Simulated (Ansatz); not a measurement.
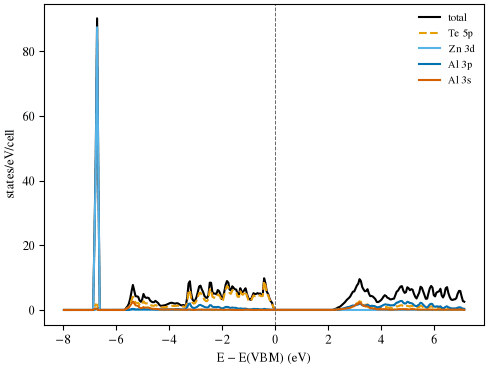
Fig. 1. Total and projected density of states of Al₂ZnTe₄ in space group I-4 (No. 82; Al on 2d, Al on 2b, Zn on 2a, Te on 8g), DFT-r²SCAN in the program Ansatz with PAW potentials

Problem. Which orbitals carry the states next to the gap?

Solution. Top 1 eV of the valence band: Te 5p 89 %. Bottom 1 eV of the conduction band: Te 5p 25 %, Al 3p 23 %, Al 3s 20 %, Zn 4s 10 %, Te 5s 7 %, outside the projected shells 15 %. Projections are on Löwdin-orthogonalised atomic valence shells; empty p or d shells of many metals are not among them.

Problem. Where is the tallest occupied peak in this window, and what makes it?

Solution. Near -6.7 eV, about 90 states/eV per cell; the largest projected share is Zn 3d.

The first step of the workflow began from a Materials Project structure, measured or hypothetical; the Crystallography Open Database files this formula in space group No. 82, but the cells were not matched. Its standing as an ambient phase is unchecked. Symmetry was held in the r²SCAN relaxation; its stability against distortions is not shown here. Spin–orbit coupling is left out wherever it is not named.

Potentials: the later of the program's two PAW sets.
